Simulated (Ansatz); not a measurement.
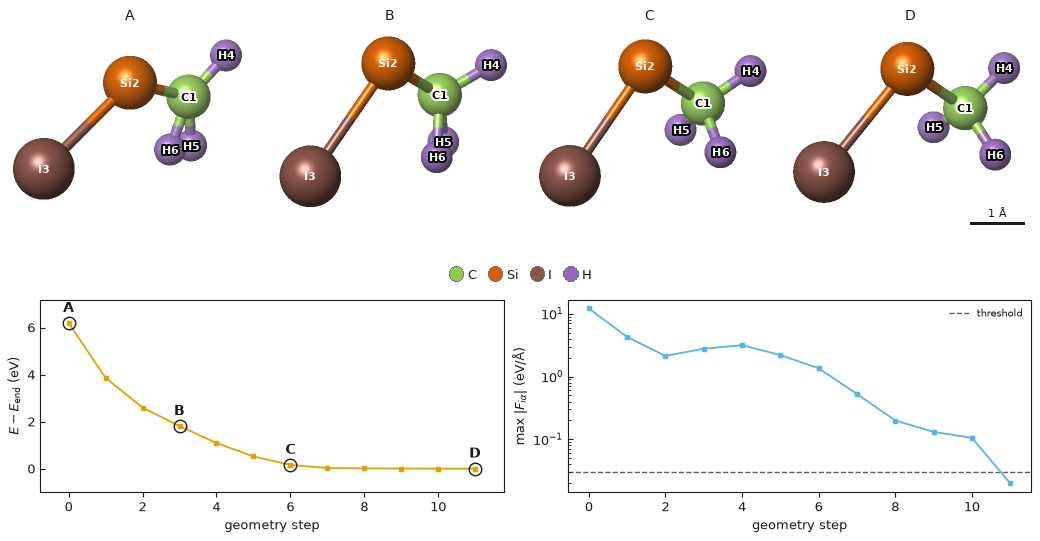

Frames of a relaxation of CH₃ISi, marked on the history of the run. Style: ball-and-stick. Shown from a free direction.

It is one of the separated reactants of a reaction.

The calculation used RKS PBE-D4/def2-SVP (Ansatz 0.2.0). Set-up: force threshold 0.03 eV/Å; at most 250 steps.

> Describe the path.

The atom that moves furthest after the best rigid fit is H6 (0.98 Å). By element the largest moves are H 0.98 Å, Si 0.30 Å, I 0.25 Å, C 0.22 Å. Among the contacts that change: H5–H6 0.623 → 1.784 Å, C1–Si2 1.694 → 1.916 Å, Si2–I3 2.405 → 2.520 Å, C1–H6 1.060 → 1.113 Å. Bonds break, among them: H5–H6 (0.62 → 1.78 Å). Among the angles between lasting bonds that change: H5–C1–H6 33.8° → 106.7°, H4–C1–H6 150.1° → 108.2°, C1–Si2–I3 123.8° → 98.9°. After 11 geometry steps the energy has fallen by 6.191 eV. The largest force component goes from 12 to 0.02 eV/Å. From step 0 to 3: H6 moves most (0.45 Å), energy −4.381 eV. From step 3 to 6: H6 moves most (0.52 Å), energy −1.650 eV. From step 6 to 11: H6 moves most (0.31 Å), energy −0.160 eV.

```tsv
step	E − E(0), eV	largest force component, eV/Å
0	0.0000	12.0853
1	-2.3294	4.2509
2	-3.5934	2.1271
3	-4.3809	2.7656
4	-5.1009	3.1537
5	-5.6718	2.1928
6	-6.0306	1.3511
7	-6.1651	0.5263
8	-6.1802	0.1994
9	-6.1849	0.1318
10	-6.1902	0.1057
11	-6.1910	0.0200
```
